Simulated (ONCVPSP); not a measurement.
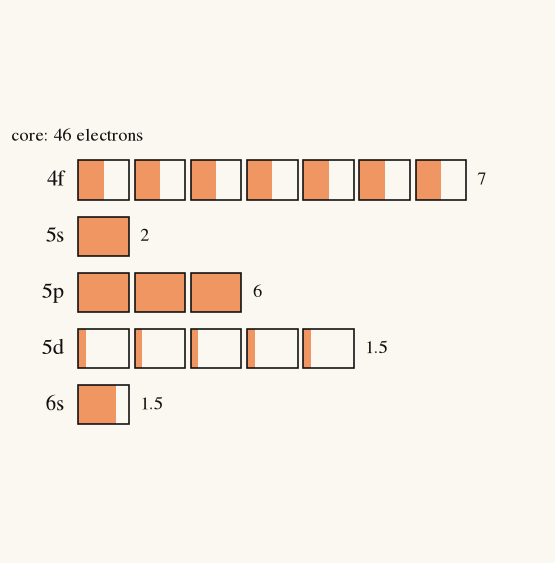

**Figure 1.** The valence shells of the reference configuration: a box for each of the 2l + 1 orbitals, shaded by the share of the shell that is filled, with the electron count at the right.

Gd: pseudopotential generation (part 1 of 2)

- system: gadolinium (Gd, Z = 64), core [Kr] 4d10, reference valence 4f7 5s2 5p6 5d1.5 6s1.5, valence charge 18.
- method: ONCV potential, PBEsol, fully relativistic, made with ONCVPSP 4.0.1

**The input**
```
# ATOM AND REFERENCE CONFIGURATION
# atsym  z   nc   nv     iexc    psfile
  Gd 64.00    9    5  -116133      upf
#
#   n    l    f
    1    0    2.00
    2    0    2.00
    2    1    6.00
    3    0    2.00
    3    1    6.00
    3    2   10.00
    4    0    2.00
    4    1    6.00
    4    2   10.00
    4    3    7.00
    5    0    2.00
    5    1    6.00
    5    2    1.50
    6    0    1.50
#
# PSEUDOPOTENTIAL AND OPTIMIZATION
# lmax
    3
#
#   l,   rc,      ep,       ncon, nbas, qcut
    0    2.60    0.00    4    9    6.10
    1    2.15    0.00    3    7    5.90
    2    3.65    0.00    4    9    3.80
    3    1.45    0.00    4    9   10.70
#
# LOCAL POTENTIAL
# lloc, lpopt,  rc(5),   dvloc0
    4    5    1.25    2.00
#
# VANDERBILT-KLEINMAN-BYLANDER PROJECTORs
# l, nproj, debl
    0    2    3.70
    1    2    1.50
    2    2    2.80
    3    3    1.90
#
# MODEL CORE CHARGE
# icmod, fcfact, rcfact
    3    3.50    1.35
#
# LOG DERIVATIVE ANALYSIS
# epsh1, epsh2, depsh
   -3.00    5.00    0.02
#
# OUTPUT GRID
# rlmax, drl
    6.00    0.01
#
# TEST CONFIGURATIONS
# ncnf
    4
# nvcnf
#   n    l    f
    5
    4    3    7.00
    5    0    2.00
    5    1    6.00
    5    2    1.00
    6    0    2.00
#
    5
    4    3    7.00
    5    0    2.00
    5    1    6.00
    5    2    1.00
    6    0    1.00
#
    5
    4    3    7.00
    5    0    2.00
    5    1    6.00
    5    2    1.00
    6    0    0.00
#
    6
    4    3    7.00
    5    0    2.00
    5    1    6.00
    5    2    1.00
    6    0    0.00
    6    1    2.00
#
```

Hardware: 1 CPU thread, shared host.

Run as:
```bash
oncvpspr.x < Gd.dat > Gd.out
```

**The program's output (extracts)**
```
ONCVPSP  (Optimized Norm-Conservinng Vanderbilt PSeudopotential)
relativistic version 4.0.1

#   n    l    f        energy (Ha)
    1    0    2.00    -1.8385858D+03
    2    0    2.00    -3.0340809D+02
    2    1    6.00    -2.6255324D+02    -2.8811018D+02
    3    0    2.00    -6.7232714D+01
    3    1    6.00    -5.5362853D+01    -6.0604455D+01
    3    2   10.00    -4.2771954D+01    -4.3914251D+01
    4    0    2.00    -1.3511010D+01
    4    1    6.00    -9.7623593D+00    -1.0931598D+01
    4    2   10.00    -5.3014155D+00    -5.5128272D+00
    4    3    7.00    -2.7986331D-01    -3.0762754D-01
    5    0    2.00    -1.7970588D+00
    5    1    6.00    -9.2832166D-01    -1.0880597D+00
    5    2    1.50    -7.4296088D-02    -8.3491530D-02
    6    0    1.50    -1.4341334D-01

Reference configufation results
  iterations    33
  all-electron total energy (Ha)   -1.12762123D+04

Begin loop to  construct optimized pseudo wave functions
and semi-local pseudopoentials for all angular momenta

Calculating optimized projector #   1

 for l=   0

    Fraction of norm inside rc  0.988774
    Optimizing pswf for qcut=   6.11 a_B^-1,  ecut=  18.64 Ha
    Residual kinetic energy error=  2.60D-09 Ha

    Energy error per electron        Cutoff
         Ha          eV             Ha
         0.01000     0.27211        3.70
         0.00100     0.02721        8.94
         0.00010     0.00272       11.51
         0.00001     0.00027       13.50

Calculating optimized projector #   2

 for l=   0

    Fraction of norm inside rc  0.132178
    Optimizing pswf for qcut=   6.11 a_B^-1,  ecut=  18.64 Ha
    Residual kinetic energy error=  8.33D-09 Ha

    Energy error per electron        Cutoff
         Ha          eV             Ha
         0.01000     0.27211        2.63
         0.00100     0.02721        8.47
         0.00010     0.00272       11.52
         0.00001     0.00027       13.80

   Wellstate for l =  1  n =  7 kap= -2
     eigenvalue =   0.5717
     asymptotic potential =   1.0717
     half-point radius =  6.6491

Calculating optimized projector #   1

 for l=   1

    Fraction of norm inside rc  0.846449
    Optimizing pswf for qcut=   5.90 a_B^-1,  ecut=  17.38 Ha
    Residual kinetic energy error=  1.45D-06 Ha

    Energy error per electron        Cutoff
         Ha          eV             Ha
         0.01000     0.27211        4.96
         0.00100     0.02721        7.42
         0.00010     0.00272       12.88
         0.00001     0.00027       15.34

Calculating optimized projector #   2

 for l=   1

    Fraction of norm inside rc  0.062949
    Optimizing pswf for qcut=   5.90 a_B^-1,  ecut=  17.38 Ha
    Residual kinetic energy error=  2.17D-06 Ha

    Energy error per electron        Cutoff
         Ha          eV             Ha
         0.01000     0.27211        4.45
         0.00100     0.02721        6.44
         0.00010     0.00272       12.95
         0.00001     0.00027       15.76

   Wellstate for l =  1  n =  7 kap=  1
     eigenvalue =   0.4119

Calculating optimized projector #   1

 for l=   1

    Fraction of norm inside rc  0.888246
    Optimizing pswf for qcut=   5.90 a_B^-1,  ecut=  17.38 Ha
    Residual kinetic energy error=  9.39D-07 Ha

    Energy error per electron        Cutoff
         Ha          eV             Ha
         0.01000     0.27211        5.83
         0.00100     0.02721        7.42
         0.00010     0.00272        9.64
         0.00001     0.00027       14.36

Calculating optimized projector #   2

 for l=   1

    Fraction of norm inside rc  0.065503
    Optimizing pswf for qcut=   5.90 a_B^-1,  ecut=  17.38 Ha
    Residual kinetic energy error=  2.04D-06 Ha

    Energy error per electron        Cutoff
         Ha          eV             Ha
         0.01000     0.27211        4.98
         0.00100     0.02721        6.83
         0.00010     0.00272       11.59
         0.00001     0.00027       15.43

   Wellstate for l =  2  n =  9 kap= -3
     eigenvalue =   2.7257
     asymptotic potential =   3.2257
     half-point radius =  6.1718

Calculating optimized projector #   1

 for l=   2

    Fraction of norm inside rc  0.735638
    Optimizing pswf for qcut=   3.80 a_B^-1,  ecut=   7.24 Ha
    Residual kinetic energy error=  5.74D-06 Ha

    Energy error per electron        Cutoff
         Ha          eV             Ha
         0.01000     0.27211        4.03
         0.00100     0.02721        5.20
         0.00010     0.00272        6.32
         0.00001     0.00027        7.52

Calculating optimized projector #   2

 for l=   2

    Fraction of norm inside rc  0.212220
    Optimizing pswf for qcut=   3.80 a_B^-1,  ecut=   7.24 Ha
    Residual kinetic energy error=  1.80D-03 Ha

    Energy error per electron        Cutoff
         Ha          eV             Ha
         0.01000     0.27211        6.07
         0.00100     0.02721        9.05
         0.00010     0.00272       26.87
         0.00001     0.00027       31.63

   Wellstate for l =  2  n =  9 kap=  2
     eigenvalue =   2.7165

Calculating optimized projector #   1

 for l=   2

    Fraction of norm inside rc  0.763493
    Optimizing pswf for qcut=   3.80 a_B^-1,  ecut=   7.24 Ha
    Residual kinetic energy error=  6.88D-06 Ha

    Energy error per electron        Cutoff
         Ha          eV             Ha
         0.01000     0.27211        4.13
         0.00100     0.02721        5.27
         0.00010     0.00272        6.40
         0.00001     0.00027        7.61

Calculating optimized projector #   2

 for l=   2

    Fraction of norm inside rc  0.215278
    Optimizing pswf for qcut=   3.80 a_B^-1,  ecut=   7.24 Ha
    Residual kinetic energy error=  2.00D-03 Ha

    Energy error per electron        Cutoff
         Ha          eV             Ha
         0.01000     0.27211        6.17
         0.00100     0.02721        9.83
         0.00010     0.00272       27.29
         0.00001     0.00027       31.86

   Wellstate for l =  3  n =  6 kap= -4
     eigenvalue =   1.6201
     asymptotic potential =   2.1201
     half-point radius =  4.3122

   Wellstate for l =  3  n =  7 kap= -4
     eigenvalue =   3.5201
     asymptotic potential =   4.0201
     half-point radius =  3.7509

Calculating optimized projector #   1

 for l=   3

    Fraction of norm inside rc  0.887919
    Optimizing pswf for qcut=  10.71 a_B^-1,  ecut=  57.40 Ha
    Residual kinetic energy error=  2.84D-04 Ha

    Energy error per electron        Cutoff
         Ha          eV             Ha
         0.01000     0.27211       47.86
         0.00100     0.02721       53.87
         0.00010     0.00272       98.01
         0.00001     0.00027      177.54

Calculating optimized projector #   2

 for l=   3

    Fraction of norm inside rc  0.059025
    Optimizing pswf for qcut=  10.71 a_B^-1,  ecut=  57.40 Ha
    Residual kinetic energy error=  3.22D-04 Ha

    Energy error per electron        Cutoff
         Ha          eV             Ha
         0.01000     0.27211       45.73
         0.00100     0.02721       53.75
         0.00010     0.00272       77.71
         0.00001     0.00027      193.84

Calculating optimized projector #   3

 for l=   3

    Fraction of norm inside rc  0.091216
    Optimizing pswf for qcut=  10.71 a_B^-1,  ecut=  57.40 Ha
    Residual kinetic energy error=  1.53D-03 Ha

    Energy error per electron        Cutoff
         Ha          eV             Ha
         0.01000     0.27211       50.93
         0.00100     0.02721       58.98
         0.00010     0.00272      100.10
         0.00001     0.00027      188.66

   Wellstate for l =  3  n =  6 kap=  3
     eigenvalue =   1.5924

   Wellstate for l =  3  n =  7 kap=  3
     eigenvalue =   3.5174

Calculating optimized projector #   1

 for l=   3

    Fraction of norm inside rc  0.893959
    Optimizing pswf for qcut=  10.71 a_B^-1,  ecut=  57.40 Ha
    Residual kinetic energy error=  2.91D-04 Ha

    Energy error per electron        Cutoff
         Ha          eV             Ha
         0.01000     0.27211       47.95
         0.00100     0.02721       53.95
         0.00010     0.00272      106.35
         0.00001     0.00027      177.54

Calculating optimized projector #   2

 for l=   3

    Fraction of norm inside rc  0.059012
    Optimizing pswf for qcut=  10.71 a_B^-1,  ecut=  57.40 Ha
    Residual kinetic energy error=  3.34D-04 Ha

    Energy error per electron        Cutoff
         Ha          eV             Ha
         0.01000     0.27211       45.81
         0.00100     0.02721       53.84
         0.00010     0.00272       78.87
         0.00001     0.00027      194.58

Calculating optimized projector #   3

 for l=   3

    Fraction of norm inside rc  0.091998
    Optimizing pswf for qcut=  10.71 a_B^-1,  ecut=  57.40 Ha
    Residual kinetic energy error=  1.58D-03 Ha

    Energy error per electron        Cutoff
         Ha          eV             Ha
         0.01000     0.27211       51.03
         0.00100     0.02721       59.10
         0.00010     0.00272      101.33
         0.00001     0.00027      190.50

Construct Vanderbilt / Kleinmman-Bylander projectors

B matrix Hermiticity error, ll=  0  kap= -1
   1   2    1.3394D-04

  Orthonormal projector coefficients  8.1760E+00  1.1113E+00

B matrix Hermiticity error, ll=  1  kap= -2
   1   2   -1.1590D-04

  Orthonormal projector coefficients  6.2012E+00  8.1728E-01

B matrix Hermiticity error, ll=  1  kap=  1
   1   2   -1.3330D-04

  Orthonormal projector coefficients  5.8894E+00  7.9242E-01

B matrix Hermiticity error, ll=  2  kap= -3
   1   2   -1.0035D-04

  Orthonormal projector coefficients  3.7441E+00 -5.7771E-01

B matrix Hermiticity error, ll=  2  kap=  2
   1   2   -1.0634D-04

  Orthonormal projector coefficients  3.8473E+00 -5.7155E-01

B matrix Hermiticity error, ll=  3  kap= -4
   1   2   -2.9720D-04
   1   3    5.2648D-04
   2   3    1.1068D-04

  Orthonormal projector coefficients -2.2394E+01 -1.2667E+01 -4.4732E+00

B matrix Hermiticity error, ll=  3  kap=  3
   1   2   -3.0220D-04
   1   3    5.3507D-04
   2   3    1.1084D-04

  Orthonormal projector coefficients -2.2498E+01 -1.2743E+01 -4.5219E+00

 Orthonormal scalar projector coefficients, l =  1
  6.0914E+00  8.1232E-01  2.4718E-03  3.1072E-05

 Orthonormal spin-orbit projector coefficients, l =  1
  3.7400E-01 -1.8367E-01  3.4717E-02 -6.3739E-04

 Orthonormal scalar projector coefficients, l =  2
  3.7846E+00 -5.7434E-01 -1.8490E-04  2.0149E-05

 Orthonormal spin-orbit projector coefficients, l =  2
 -7.4970E-02  1.9956E-02  1.1484E-02 -2.0948E-04

 Orthonormal scalar projector coefficients, l =  3
 -2.2439E+01 -1.2700E+01 -4.4941E+00 -1.4522E-05 -7.8194E-07 -1.2918E-07

 Orthonormal spin-orbit projector coefficients, l =  3
  3.6804E-02  1.8308E-02  1.2884E-02 -2.4828E-03 -1.0768E-04 -2.9977E-05

Model core correction analysis
  based on d2Exc/dn_idn_j

d2excae - all-electron derivatives

   -1.808075D-02   -1.018667D-02   -7.564575D-03   -2.358856D-03
   -9.245209D-04
   -1.018658D-02   -1.968263D-02   -1.697476D-02   -5.824570D-03
   -1.214728D-03
   -7.564521D-03   -1.697479D-02   -1.676356D-02   -8.231934D-03
   -2.137043D-03
   -2.358821D-03   -5.824568D-03   -8.231859D-03   -1.361304D-02
   -1.368050D-02
   -9.244635D-04   -1.214681D-03   -2.136825D-03   -1.367626D-02
   -2.234545D-02

d2excps - pseudofunction derivatives with no core correction

   -4.346215D-02   -2.459010D-02   -1.561086D-02   -2.900348D-03
   -1.950313D-03
   -2.458994D-02   -2.752744D-02   -2.145749D-02   -6.659220D-03
   -1.775010D-03
   -1.561104D-02   -2.145731D-02   -2.261563D-02   -1.080223D-02
   -2.628505D-03
   -2.900237D-03   -6.659045D-03   -1.080188D-02   -1.893822D-02
   -1.682522D-02
   -1.950255D-03   -1.774711D-03   -2.628014D-03   -1.681814D-02
   -2.638496D-02

rms 2nd derivative error    7.503166E-03

rmatch, rhocmatch    0.8365   21.5078

Teter function model core charge with specified parameters

d2excps - pseudofunction derivatives with core correction

   -3.014949D-02   -1.845419D-02   -1.280304D-02   -2.748830D-03
   -1.474116D-03
   -1.845420D-02   -2.090451D-02   -1.954916D-02   -6.562366D-03
   -1.258348D-03
   -1.280295D-02   -1.954900D-02   -2.163630D-02   -1.075944D-02
   -2.489940D-03
   -2.748702D-03   -6.562181D-03   -1.075908D-02   -1.895248D-02
   -1.681617D-02
   -1.474010D-03   -1.258185D-03   -2.489446D-03   -1.680908D-02
   -2.634432D-02

rms 2nd derivative error    4.265701E-03

Pseudoatom total energy -108.377708

Diagnostic tests using Vanderbilt-Kleinman-Bylander pseudopotentials
  relativistic with J = L +/- 1/2 projectors

   l  kap   rcore       rmatch      e in        delta e    norm test   slope test

   0  -1   2.6067359   2.6858821  -1.7970588   0.0000006   1.0001339   1.0001198
   0  -1   2.6067359   2.6858821  -0.1434133   0.0000003   1.0000170   1.0000140

   1  -2   2.1525917   2.2179490  -0.9283217   0.0000063   1.0000973   1.0001140
   1   1   2.1525917   2.2179490  -1.0880597   0.0000060   1.0001114   1.0001158
   1  -2   2.1525917   2.2179490   0.5716783   0.0000209   1.0002212   1.0002212
   1   1   2.1525917   2.2179490   0.5486969   0.0000322   1.0002057   1.0002057

   2  -3   3.6659112   3.7772162  -0.0742961  -0.0000003   0.9999850   0.9999885
   2   2   3.6659112   3.7772162  -0.0834915  -0.0000000   0.9999850   0.9999814
   2  -3   3.6659112   3.7772162   2.7257039   0.0000316   1.0000151   1.0000151
   2   2   3.6659112   3.7772162   2.7176820   0.0000316   1.0000194   1.0000194

   3  -4   1.4504238   1.4944619  -0.2798633  -0.0000062   1.0002785   1.0003132
   3   3   1.4504238   1.4944619  -0.3076275   0.0000063   1.0003098   1.0002690
   3  -4   1.4504238   1.4944619   1.6201367   0.0000571   1.0003980   1.0003980
   3   3   1.4504238   1.4944619   1.6173630   0.0000743   1.0003922   1.0003922
   3  -4   1.4504238   1.4944619   3.5201367   0.0001255   1.0003872   1.0003872
   3   3   1.4504238   1.4944619   3.5168909   0.0001409   1.0003884   1.0003884

Diagnostic tests using Vanderbilt-Kleinman-Bylander pseudopotentials
  relativistic with scalar and spin-orbit non-local projectors

   l  kap   rcore       rmatch      e in        delta e    norm test   slope test

   0  -1   2.6067359   2.6858821  -1.7970588   0.0000006   1.0001339   1.0001198
   0  -1   2.6067359   2.6858821  -0.1434133   0.0000003   1.0000170   1.0000140

   1  -2   2.1525917   2.2179490  -0.9283217  -0.0001728   1.0001173   0.9999657
   1   1   2.1525917   2.2179490  -1.0880597  -0.0001602   1.0001148   0.9999966
   1  -2   2.1525917   2.2179490   0.5716783   0.0000028   1.0001824   1.0001824
   1   1   2.1525917   2.2179490   0.5486969   0.0000307   1.0002050   1.0002050

   2  -3   3.6659112   3.7772162  -0.0742961   0.0000094   0.9999171   1.0000157
   2   2   3.6659112   3.7772162  -0.0834915   0.0000117   0.9999062   1.0000018
   2  -3   3.6659112   3.7772162   2.7257039   0.0000365   1.0000296   1.0000296
   2   2   3.6659112   3.7772162   2.7176820   0.0000354   1.0000321   1.0000321

   3  -4   1.4504238   1.4944619  -0.2798633  -0.0000060   1.0002785   1.0003134
   3   3   1.4504238   1.4944619  -0.3076275   0.0000064   1.0003099   1.0002692
   3  -4   1.4504238   1.4944619   1.6201367   0.0000574   1.0003979   1.0003979
   3   3   1.4504238   1.4944619   1.6173630   0.0000740   1.0003922   1.0003922
   3  -4   1.4504238   1.4944619   3.5201367   0.0001259   1.0003872   1.0003872
   3   3   1.4504238   1.4944619   3.5168909   0.0001410   1.0003884   1.0003884

Ghost test for J = L + 1/2

 Testing for bound ghosts
   n   l    E NL Schr. Eq   E Basis Diag.   E Cutoff

   1   0       -1.797058       -1.797055     51.83
   2   0       -0.143413       -0.134440     51.83

   2   1       -0.928315       -0.928308     48.28

   3   2       -0.074296       -0.073994     32.99

   4   3       -0.279869       -0.279111    290.63

 Testing for highly-localized positive-energy ghosts
       l    <radius>/rc     E Basis Diag.   E Cutoff

       0        0.262881        1.196870     51.83  WARNING - GHOST(+)

Ghost test for J = L - 1/2

 Testing for bound ghosts
   n   l    E NL Schr. Eq   E Basis Diag.   E Cutoff

   1   0       -1.797058       -1.797055     51.83
   2   0       -0.143413       -0.134440     51.83

   2   1       -1.088054       -1.088052     48.28

   3   2       -0.083492       -0.083274     32.99

   4   3       -0.307621       -0.306974    290.63

 Testing for highly-localized positive-energy ghosts
       l    <radius>/rc     E Basis Diag.   E Cutoff

       0        0.262881        1.196870     51.83  WARNING - GHOST(+)

Test configuration 0

   n   l kap    f        eae           eps        diff
   1   0  -1  2.0000-1838.58579877
   2   0  -1  2.0000 -303.40809434
   2   1  -2  4.0000 -262.55323779
   2   1   1  2.0000 -288.11018378
   3   0  -1  2.0000  -67.23271386
   3   1  -2  4.0000  -55.36285254
   3   1   1  2.0000  -60.60445456
   3   2  -3  6.0000  -42.77195440
   3   2   2  4.0000  -43.91425109
   4   0  -1  2.0000  -13.51100979
   4   1  -2  4.0000   -9.76235928
   4   1   1  2.0000  -10.93159826
   4   2  -3  6.0000   -5.30141548
   4   2   2  4.0000   -5.51282723
   4   3  -4  4.0000   -0.27986331   -0.27986947   -6.16E-06
   4   3   3  3.0000   -0.30762754   -0.30762128    6.25E-06
   5   0  -1  2.0000   -1.79705884   -1.79705829    5.56E-07
   5   1  -2  4.0000   -0.92832166   -0.92831534    6.32E-06
   5   1   1  2.0000   -1.08805966   -1.08805368    5.98E-06
   5   2  -3  0.9000   -0.07429609   -0.07429640   -3.11E-07
   5   2   2  0.6000   -0.08349153   -0.08349157   -4.15E-08
   6   0  -1  1.5000   -0.14341334   -0.14341301    3.30E-07
```

(Continued in part 2.) Outcome of the run: generated, with a spurious state above the valence levels.
